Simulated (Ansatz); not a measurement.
SrTiO3 (cubic perovskite)

```
CELL_PARAMETERS angstrom
      3.93649     0.00000     0.00000
      0.00000     3.93649     0.00000
      0.00000     0.00000     3.93649
ATOMIC_POSITIONS crystal
  Sr 0.00000 0.00000 0.00000
  Ti 0.50000 0.50000 0.50000
  O  0.00000 0.50000 0.50000
  O  0.50000 0.50000 0.00000
  O  0.50000 0.00000 0.50000
```

E(V) scan at fixed shape, V₀ the volume above. Symmetry pins the atoms to their sites.

The numbers are results of PBE (plane waves to 420 eV, PAW, scalar-relativistic; Ansatz, a first-principles code), not measurements. k mesh 8×8×8 (Γ-centred), Fermi-Dirac smearing 0.05 eV. The energy includes the smearing's −TS. SrTiO3 is run without spin polarisation. SrTiO3 was relaxed with its symmetry unable to fall. The PAW data are Ansatz's earlier set. ΔE is measured from the relaxed starting cell.

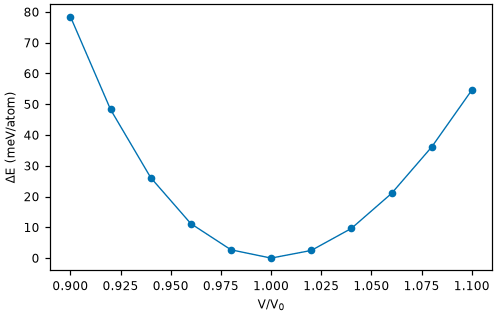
Figure: ΔE (meV/atom) against V/V₀; markers are the computed points, lines only join them.

What is ΔE at V/V₀ = 0.900?

About 79 meV/atom.

What is ΔE at V/V₀ = 1.100?

About 55 meV/atom.

What bulk modulus B₀ follows from a third-order Birch-Murnaghan fit?

About 170 GPa.

(Under strain, the slope of the energy per volume gives the stress and its curvature an elastic modulus.)
